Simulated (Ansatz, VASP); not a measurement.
# CdTe in two plane-wave programs, part 2 of 2

Wanted: the spread between two codes on one cell, functional and k mesh. The cell is taken from a series of VASP runs on this material, whose earlier steps may have relaxed, scaled or displaced it; both programs get it as it stands. Valence electrons are named where the data sets of a main pair hold unlike numbers.

VASP 6.6.1 and Ansatz 0.2.0.

So far: Starting point; VASP: band structure, HSE06, spin-orbit coupling.

## (3) Ansatz: band structure, HSE06, spin-orbit coupling

Level of this step: Ansatz beside VASP: Kohn-Sham DFT, plane waves, HSE06, spin-orbit coupling (Ansatz).

Ansatz runs on its fully relativistic PAW (standard-fr) files.

The same cell, functional, mesh and smearing now go to Ansatz, which takes its cutoff from its data sets.

input.yaml reads:

```yaml
crystal:
  lattice:
    - [0.0, 3.24, 3.24]
    - [3.24, 0.0, 3.24]
    - [3.24, 3.24, 0.0]
  atoms:
    - { symbol: Te, position: [0.75, 0.75, 0.75] }
    - { symbol: Cd, position: [0.0, 0.0, 0.0] }
hamiltonian:
  xc: { exchange: pbe, correlation: pbe, exx: { coeff: 0.25, omega: 0.2 } }
  pseudopotentials: { kind: paw_fr }
magnetization:
  noncollinear: true
  spin_orbit: true
kpoints:
  mp_grid: { grid: [3, 3, 3] }
  band_path:
    path:
      - [0.0, 0.0, 0.0]
      - [0.5, 0.0, 0.5]
      - [0.5, 0.22222, 0.72222]
      - [0.40278, 0.34722, 0.75]
      - [0.125, 0.125, 0.25]
      - [0.27778, 0.27778, 0.27778]
      - [0.55556, 0.38889, 0.55556]
      - [0.58333, 0.25, 0.66667]
      - [0.5, 0.30556, 0.69444]
      - [0.48611, 0.48611, 0.52778]
      - [0.625, 0.25, 0.625]
      - [0.5, 0.0, 0.5]
    npoints: 1
scf:
  occupations: { method: gaussian, width: 0.03 }
  n_extra_bands: 14
output:
  forces: true
  stress: true
  eigenvalues: true
```

The run is started by

```sh
$ ansatz run input.yaml --threads 4 --pin off --max-ram 9216MiB --backend cpu --events-out ev --progress --plain --runs-dir out
```

Numbers of over 12 decimals in the logs are rounded to 6 here.

The program printed:

```text
Warning: output.stress: scf.convergence.dr2_threshold = 1e-7 eV (the SCF's general default) is looser than the 2e-10 eV advised for a printed stress (1e-10 eV for each atom of the cell: 2). What an SCF threshold leaves in a stress goes as its square root, and in the free energy as the threshold itself, and one threshold admits the most on a small cell: [figures from the program's tests cut] Set scf.convergence.dr2_threshold to 2e-10 eV or tighter. The threshold is an SCF's pass mark: one that does not reach it within its budget of iterations ends unconverged, or closes short of it on a stop that the run arms, and scf.convergence.dr2_threshold's page says what that costs each kind of run
Warning: output.stress: scf.exx.energy_threshold = 1e-6 eV is looser than the 2e-8 eV advised for a stress under a hybrid functional (1e-8 eV for each atom of the cell: 2). Every SCF of the exchange loop can meet its threshold on dr2 while the loop round them stops early: no threshold on dr2 bounds what that leaves in the stress. Set scf.exx.energy_threshold to 2e-8 eV or tighter. The threshold is the loop's pass mark: a loop that does not reach it within its budget of cycles ends unconverged, and scf.exx.energy_threshold's page has the law
scf.n_extra_bands = 14 over 36 filled bands (N_el = 36.0): the run solves 50 bands
Engine: ansatz 0.2.0, aarch64-unknown-linux-gnu
Pseudopotentials: kind: paw_fr
Pseudopotential: Te, paw_fr, valence charge 16, recommended cutoff 420 eV (normal), Te.paw.azcp#standard-fr
Pseudopotential: Cd, paw_fr, valence charge 20, recommended cutoff 420 eV (normal), Cd.paw.azcp#standard-fr
Functional definition: unnamed
  parameter a_1 = 0.25
  parameter omega_1 = 0.2/angstrom
  exchange = pbe_x + (-a_1)*pbe_x_sr(omega_1) + a_1*exact_x_sr(omega_1)
  correlation = pbe_c
non-collinear run that drives no moment, with spin-orbit: no starting moment large enough to seed its density (crystal.atoms[].spin), no starting occupations that ask for one, no magnetisation constraint and no magnetic field, so the semilocal B_xc is pinned to zero
Crystal: 2 atoms, lattice volume = 68.024 Å³
Basis set: ecut = 420 eV, 1363 PW (Γ), exchange–correlation on 64×64×64 points (8 copies of the dense FFT grid, shifted against one another)
Bands: 50, of which v1, the nominal top of the filled ones, is band 36 counted from 1 (35 counted from 0)
Symmetry: 24 space group operations + 24 with time reversal
Magnetic group: BNS 216.75 (UNI 1577), of the structure as read, at distance tolerance 4.1e-5 Å
k-points: 4 of 27 (time reversal used)
Projection manifold: j_resolved (fully-relativistic pseudo-atomic orbitals)
Non-local potential: Te, projectors of the file, l = 0: 2, l = 1: 4, l = 2: 4, l = 3: 4
Non-local potential: Cd, projectors of the file, l = 0: 3, l = 1: 4, l = 2: 4, l = 3: 2
PAW form: soft (Blöchl's): semilocal exchange-correlation on the pseudo side does not see the compensation charge
PAW frozen core: Te, regenerated for the run's functional, and the local potential with it (the file was generated under x = pbe(κ = 0.804, μ = 0.219515), c = pbe(β = 0.066725))
PAW frozen core: Cd, regenerated for the run's functional, and the local potential with it (the file was generated under x = pbe(κ = 0.804, μ = 0.219515), c = pbe(β = 0.066725))
PAW one-centre angular grid: Te, 590 points (default); XC on 96 Gauss nodes
PAW one-centre angular grid: Cd, 590 points (default); XC on 96 Gauss nodes
Initial density: superposition of atomic densities (chi_scale 0.1, normalization cell, long waves kept (reshape's long-wave potential 0.00 eV rms))
Initial wavefunctions: pseudopotential atomic-orbital guess
Functional: x = pbe(κ = 0.804, μ = 0.219515), c = pbe(β = 0.066725), warm-up for x = pbe(κ = 0.804, μ = 0.219515) + 0.25 (exact − pbe) at short range (hse, ω = 0.2 Å⁻¹), c = pbe(β = 0.066725)
iter 1 solved again at ethr=7.16e-4 eV; its pass at ethr=1.00e-1 eV (dr2=2.58e-1 eV) is discarded
SCF iter   1: F=—  HF=-15240.497412 eV  |F-HF|=—  |Δ(HF+E_count)|=         —  Δρ=2.33e-2  dr2=2.58e-1  dr2_m=0.00e0 (ungated)  ethr=7.16e-4  |M|=0.00e0 ∫|m|=0.00e0 μB  |m|>n=0.0e0 m-floor=0.0e0 τ_xc=0.0e0  β_m=0.30  ⟨swp⟩=7.0  Hψ=1226  notcnv=0
preconditioner: auto → none  [insulator: Δε(μ)=0.456 eV  Ē_g=13.493 eV  σ=0.030 eV  W_gap=1.00  n_scr=14 (ndim 8)  ℏωp=19.1 eV  f_vac=0.155  D(μ)=0.00/eV (n_scr^D=0)]
SCF iter   2: F=—  HF=-15240.460046 eV  |F-HF|=—  |Δ(HF+E_count)|=   3.74e-2  Δρ=1.37e-2  dr2=9.40e-2  dr2_m=0.00e0 (ungated)  ethr=7.16e-4  |M|=0.00e0 ∫|m|=0.00e0 μB  |m|>n=0.0e0 m-floor=0.0e0 τ_xc=0.0e0  β_m=0.50  ⟨swp⟩=2.0  Hψ=400  notcnv=0
iter 3 solved again at ethr=1.22e-5 eV; its pass at ethr=2.61e-4 eV (dr2=4.38e-3 eV) is discarded
SCF iter   3: F=—  HF=-15240.454618 eV  |F-HF|=—  |Δ(HF+E_count)|=   5.43e-3  Δρ=3.25e-3  dr2=4.39e-3  dr2_m=0.00e0 (ungated)  ethr=1.22e-5  |M|=0.00e0 ∫|m|=0.00e0 μB  |m|>n=0.0e0 m-floor=0.0e0 τ_xc=0.0e0  β_m=0.53  ⟨swp⟩=3.8  Hψ=865  notcnv=0  defer=2
SCF iter   4: F=—  HF=-15240.455440 eV  |F-HF|=—  |Δ(HF+E_count)|=   8.22e-4  Δρ=7.32e-4  dr2=1.60e-4  dr2_m=0.00e0 (ungated)  ethr=1.22e-5  |M|=0.00e0 ∫|m|=0.00e0 μB  |m|>n=0.0e0 m-floor=0.0e0 τ_xc=0.0e0  β_m=0.67  ⟨swp⟩=3.0  Hψ=446  notcnv=0
[...]
Exchange kernel: α = 0.2500, screened, ω = 0.2000 Å⁻¹, Wigner–Seitz truncation, v(0) = 1063.3683 eV·Å³, q-mesh 3×3×3, nearest image of the exchange supercell L = 13.75 Å, pair-density grid 18×18×18, without the augmentation charges, whose exchange is taken in its separable form by FFT convolution over the k-point mesh (sized by the pseudopotential files, 27×27×27 at the most), smooth part of the exact exchange by density-matrix convolution
Frozen-core exchange: fock
SCF iter   1: F=—  HF=-15240.420472 eV  |F-HF|=—  |Δ(HF+E_count)|=         —  Δρ=5.56e-3  dr2=1.58e-2  dr2_m=0.00e0 (ungated)  ethr=1.40e-7  |M|=0.00e0 ∫|m|=0.00e0 μB  |m|>n=0.0e0 m-floor=0.0e0 τ_xc=0.0e0  β_m=0.30  ⟨swp⟩=8.8  Hψ=998  notcnv=0
preconditioner: auto → none  [insulator: Δε(μ)=1.352 eV  Ē_g=15.264 eV  σ=0.030 eV  W_gap=1.00  n_scr=14 (ndim 8)  ℏωp=19.1 eV  f_vac=0.197  D(μ)=0.00/eV (n_scr^D=0)]
SCF iter   2: F=—  HF=-15240.416932 eV  |F-HF|=—  |Δ(HF+E_count)|=   3.54e-3  Δρ=2.60e-3  dr2=2.85e-3  dr2_m=0.00e0 (ungated)  ethr=1.40e-7  |M|=0.00e0 ∫|m|=0.00e0 μB  |m|>n=0.0e0 m-floor=0.0e0 τ_xc=0.0e0  β_m=0.49  ⟨swp⟩=4.0  Hψ=635  notcnv=0
SCF iter   3: F=—  HF=-15240.423304 eV  |F-HF|=—  |Δ(HF+E_count)|=   6.37e-3  Δρ=1.18e-3  dr2=6.05e-4  dr2_m=0.00e0 (ungated)  ethr=1.40e-7  |M|=0.00e0 ∫|m|=0.00e0 μB  |m|>n=0.0e0 m-floor=0.0e0 τ_xc=0.0e0  β_m=0.49  ⟨swp⟩=4.0  Hψ=642  notcnv=0
SCF iter   4: F=—  HF=-15240.423219 eV  |F-HF|=—  |Δ(HF+E_count)|=   8.46e-5  Δρ=2.48e-4  dr2=3.31e-5  dr2_m=0.00e0 (ungated)  ethr=1.40e-7  |M|=0.00e0 ∫|m|=0.00e0 μB  |m|>n=0.0e0 m-floor=0.0e0 τ_xc=0.0e0  β_m=0.62  ⟨swp⟩=4.0  Hψ=476  notcnv=0
SCF iter   5: F=-15240.423317 eV  HF=-15240.423318 eV  |F-HF|=8.43e-7  |Δ(HF+E_count)|=   9.87e-5  Δρ=6.04e-5  dr2=2.67e-6  dr2_m=0.00e0 (ungated)  ethr=6.21e-8  |M|=0.00e0 ∫|m|=0.00e0 μB  |m|>n=0.0e0 m-floor=0.0e0 τ_xc=0.0e0  ⟨swp⟩=4.0  Hψ=422  notcnv=0
SCF 2 stopped early in 5 iterations: F = -15240.423317 eV  dr2 = 2.67e-6
hybrid outer 1: dexx = +7.909e-3 eV, tail = 6.99e-5 eV
Projection manifold: j_resolved (fully-relativistic pseudo-atomic orbitals)
Exchange kernel: α = 0.2500, screened, ω = 0.2000 Å⁻¹, Wigner–Seitz truncation, v(0) = 1063.3683 eV·Å³, q-mesh 3×3×3, nearest image of the exchange supercell L = 13.75 Å, pair-density grid 18×18×18, without the augmentation charges, whose exchange is taken in its separable form by FFT convolution over the k-point mesh (sized by the pseudopotential files, 27×27×27 at the most), smooth part of the exact exchange by density-matrix convolution
Frozen-core exchange: fock
SCF iter   1: F=—  HF=-15240.423464 eV  |F-HF|=—  |Δ(HF+E_count)|=         —  Δρ=3.45e-5  dr2=6.23e-7  dr2_m=0.00e0 (ungated)  ethr=9.71e-7  |M|=0.00e0 ∫|m|=0.00e0 μB  |m|>n=0.0e0 m-floor=0.0e0 τ_xc=0.0e0  β_m=0.30  ⟨swp⟩=4.5  Hψ=468  notcnv=0
preconditioner: auto → none  [insulator: Δε(μ)=1.410 eV  Ē_g=15.203 eV  σ=0.030 eV  W_gap=1.00  n_scr=14 (ndim 8)  ℏωp=19.1 eV  f_vac=0.196  D(μ)=0.00/eV (n_scr^D=0)]
SCF iter   2: F=—  HF=-15240.423464 eV  |F-HF|=—  |Δ(HF+E_count)|=   9.10e-8  Δρ=2.06e-5  dr2=1.77e-7  dr2_m=0.00e0 (ungated)  ethr=1.65e-9  |M|=0.00e0 ∫|m|=0.00e0 μB  |m|>n=0.0e0 m-floor=0.0e0 τ_xc=0.0e0  β_m=0.65  ⟨swp⟩=4.0  Hψ=534  notcnv=0
SCF iter   3: F=—  HF=-15240.423464 eV  |F-HF|=—  |Δ(HF+E_count)|=   2.85e-8  Δρ=4.64e-6  dr2=2.55e-8  dr2_m=0.00e0 (ungated)  ethr=4.13e-10  |M|=0.00e0 ∫|m|=0.00e0 μB  |m|>n=0.0e0 m-floor=0.0e0 τ_xc=0.0e0  β_m=0.75  ⟨swp⟩=3.5  Hψ=399  notcnv=0
SCF iter   4: F=-15240.423465 eV  HF=-15240.423465 eV  |F-HF|=2.96e-9  |Δ(HF+E_count)|=   1.42e-7  Δρ=2.59e-6  dr2=3.51e-9  dr2_m=0.00e0 (ungated)  ethr=1.63e-11  |M|=0.00e0 ∫|m|=0.00e0 μB  |m|>n=0.0e0 m-floor=0.0e0 τ_xc=0.0e0  ⟨swp⟩=4.8  Hψ=662  notcnv=0  defer=2
SCF 3 converged in 4 iterations: F = -15240.423465 eV  dr2 = 3.51e-9
  Residual-converged pass: ⟨swp⟩=2.0  Hψ=251  notcnv=0  max |occ|·‖R‖ = 1.8e-6 eV (tolerance 2.4e-6 eV)  dr2=3.51e-9  dr2_m=0.00e0 (ungated)  dr2_onsite=9.02e-10  max |Δocc| = 4.9e-253
hybrid outer 2: dexx = +3.021e-7 eV, tail = 3.03e-8 eV, Δε = 2.95e-3 eV (about 1.09e-4 eV left of the loop's levels)
NSCF: frozen V_eff on 12 k-points
hybrid SCF converged: 2 outer / 9 inner (+5 warm-up), last move |dexx| = 3.02e-7 eV, tail = 3.03e-8 eV
Magnetization: |M| = 0.0000 μB,  M = (+0.0000, +0.0000, +0.0000) μB
Absolute magnetization: 0.0000 μB (∫|m|)
  site 0: m = (+0.0000, +0.0000, +0.0000) μB, |m| = 0.0000 μB  (R = 1.16 Å)
  site 1: m = (+0.0000, +0.0000, +0.0000) μB, |m| = 0.0000 μB  (R = 1.16 Å)
Free energy (F): -15240.423465 eV
Frozen-core exchange: fock
Harris-Foulkes:  -15240.423465 eV  (|F-HF|=2.96e-9)
Internal energy: -15240.423465 eV  (E = F + TS)
E sigma→0 (E₀):  -15240.423465 eV
Fermi energy:    8.013546 eV
--- Per-component energies (eV) ---
  E_band       = -878.316419
  E_kinetic    = 687.439398
  E_local      = -5422.523722  (includes V_loc(G=0)·N_el)
  E_nonlocal   = -278.408331
  E_hartree    = 2739.354824
  E_xc         = -241.127961
  E_vxc        = -259.263589  (∫ρ·V_xc dr)
  E_exx        = -134.118873  (= α·E_x^exact, valence–valence)
  E_paw        = -8678.247727  (= ΣΔE_a)
  E_vpaw       = -816.032769  (= ΣTr[D̂ρ^β])
  E_aug_tail   = -0.000152  (compensation charges beyond the density's cutoff)
  E_ewald      = -3912.024287
  E_core_change = -0.766634  (= ΣΔE_core)
  E_smearing   = -0.000000  (= −TS)
  E_closure    = 0.000000  (closes the sum)
  Σ components = -15240.423465   (vs F -15240.423465, Δ=0.00e0)
--- Forces (eV/Å), atoms counted from 1 ---
  atom   1  Te     0.00000000    -0.00000000    -0.00000000
  atom   2  Cd    -0.00000000     0.00000000     0.00000000
  max |Σ_I F_I| component: 1.65e-16 eV/Å
--- Stress (GPa, compression-positive) ---
        2.458032       0.000000      -0.000000
       -0.000000       2.458032       0.000000
       -0.000000       0.000000       2.458032
  P = ⅓ Tr σ = 2.4580 GPa (24.580 kbar)
--- Band table (eV) ---
  k-point 0: bands = [... 32 lower, 7.3084, 7.3084, 7.3084, 7.3084, 8.7182, 8.7182, 12.2491, 12.2491, ... 10 higher]
  k-point 1: bands = [... 32 lower, 6.0631, 6.0631, 6.6314, 6.6469, 9.8260, 9.8260, 13.0346, 13.0346, ... 10 higher]
  k-point 2: bands = [... 32 lower, 5.2097, 5.2097, 5.5987, 5.5987, 10.5271, 10.5271, 10.9927, 10.9927, ... 10 higher]
  k-point 3: bands = [... 32 lower, 4.0093, 4.3695, 5.5964, 5.6262, 10.8631, 10.9166, 12.9205, 13.2344, ... 10 higher]
```

Elapsed: 60 s, on 4 threads of Arm Neoverse V2, shared host; peak memory 0.93 GiB.

The column dr2 measures how far the density is from self-consistency, as an energy; F and HF (Harris–Foulkes) agree once it is small.

## (4) Comparison

Known differences besides the potentials themselves: spin-orbit coupling enters by fully relativistic files in Ansatz and inside the spheres in VASP; exact exchange at q = 0 is treated differently, which shows on coarse meshes; VASP keeps PBE cores, Ansatz makes them for the functional; the data sets hold 36 valence electrons in Ansatz (on its fully relativistic PAW (standard-fr) files) and 18 in VASP; the cutoff is 420 eV in Ansatz and 350 eV in VASP; VASP takes a coarser grid for exact exchange (PRECFOCK = Fast). Total energies have different zeros and are not compared.

Both answers:

```csv
quantity,Ansatz,VASP,difference
gap over the path points (eV),1.410,1.341,+0.068
```

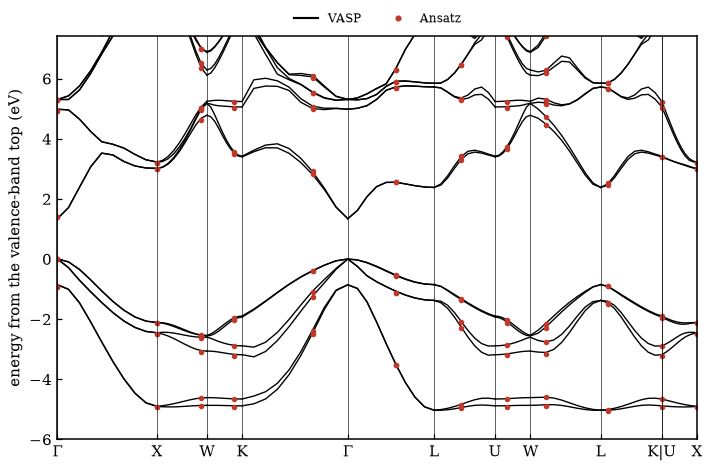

Bands from VASP (lines) and levels from Ansatz (dots). Dots without a line are higher empty bands that the VASP plot leaves out.

Levels at points of the path, from each program's valence-band top (eV; 8 filled, then empty):

```csv
k (reciprocal lattice),Ansatz,VASP
0.000 0.000 0.000,-9.52 -9.52 -0.94 -0.94 0.00 0.00 0.00 0.00 1.41 1.41 4.94 4.94 5.29 5.29,-9.44 -9.44 -0.86 -0.86 0.00 0.00 0.00 0.00 1.34 1.34 4.98 4.98 5.31 5.31
0.500 0.000 0.500,-8.94 -8.94 -4.92 -4.92 -2.49 -2.49 -2.12 -2.12 3.01 3.01 3.20 3.20 9.50 9.50,-8.88 -8.88 -4.90 -4.90 -2.46 -2.46 -2.11 -2.11 3.02 3.02 3.23 3.23 9.60 9.60
0.500 0.222 0.722,-8.95 -8.80 -4.91 -4.63 -3.10 -2.61 -2.56 -2.54 4.63 4.97 5.02 5.04 6.36 6.51,-8.89 -8.74 -4.87 -4.62 -3.05 -2.60 -2.54 -2.53 4.69 5.00 5.04 5.07 6.35 6.49
0.403 0.347 0.750,-8.98 -8.84 -4.91 -4.66 -3.22 -2.88 -2.03 -1.97 3.50 3.55 5.02 5.22 7.67 7.75,-8.92 -8.78 -4.88 -4.65 -3.17 -2.87 -2.01 -1.96 3.52 3.56 5.06 5.25 7.70 7.77
0.125 0.125 0.250,-9.50 -9.47 -2.49 -2.38 -1.28 -1.09 -0.41 -0.39 2.84 2.94 4.98 5.07 5.52 5.53,-9.42 -9.39 -2.46 -2.37 -1.24 -1.07 -0.39 -0.39 2.81 2.91 5.01 5.09 5.54 5.56
0.278 0.278 0.278,-9.42 -9.42 -3.51 -3.51 -1.12 -1.12 -0.55 -0.53 2.57 2.57 5.69 5.69 5.90 5.90,-9.35 -9.35 -3.50 -3.50 -1.07 -1.07 -0.55 -0.53 2.55 2.55 5.72 5.72 5.91 5.92
0.556 0.389 0.556,-9.11 -8.99 -4.97 -4.85 -2.31 -2.10 -1.37 -1.33 3.31 3.42 5.28 5.33 6.45 6.46,-9.04 -8.92 -4.94 -4.83 -2.26 -2.08 -1.35 -1.32 3.31 3.41 5.31 5.36 6.47 6.48
0.583 0.250 0.667,-8.97 -8.83 -4.91 -4.66 -3.20 -2.86 -2.11 -2.04 3.65 3.72 5.02 5.23 7.39 7.48,-8.91 -8.77 -4.88 -4.65 -3.16 -2.85 -2.09 -2.03 3.67 3.73 5.07 5.26 7.41 7.49
0.500 0.306 0.694,-8.99 -8.84 -4.88 -4.61 -3.16 -2.77 -2.28 -2.15 4.44 4.73 5.16 5.29 6.18 6.27,-8.93 -8.77 -4.85 -4.60 -3.11 -2.76 -2.26 -2.14 4.49 4.74 5.20 5.32 6.19 6.28
0.486 0.486 0.528,-9.12 -9.08 -5.05 -5.03 -1.50 -1.45 -0.91 -0.91 2.47 2.51 5.66 5.67 5.84 5.84,-9.05 -9.02 -5.03 -5.01 -1.46 -1.41 -0.91 -0.91 2.46 2.50 5.69 5.69 5.86 5.86
```

Among the levels compared at these points, filled levels agree within 79 meV and empty ones within 95 meV.

## (5) Summary of results

```json
{
 "largest difference of a filled level at the path points (band structure, HSE06, spin-orbit coupling)": "79 meV",
 "difference in gap over the path points (band structure, HSE06, spin-orbit coupling)": "0.068 eV"
}
```

**Reading.** The largest difference of a filled level at the path points is 79 meV (band structure, HSE06, spin-orbit coupling), at about the 80 meV picked in this series as the mark of a large difference. The data sets hold unlike numbers of valence electrons (36 in Ansatz and 18 in VASP), so part of the differences comes from the potentials. Such differences can come from data sets, numerical settings and the points named under the comparisons, not from the functional's error against experiment.

[Lines on the potential files, build, host, timing and source positions are cut from VASP's logs without a mark.]

[Logs are printed without paths, hosts, clocks, repeated set-up lines and the standing remarks that a program may print on its own settings, such as how far it seeks lower states.]

[Hosts, paths, dates, database ids (printed as entryN), source tags and the programs' standing remarks are cut or masked in the printed files.]
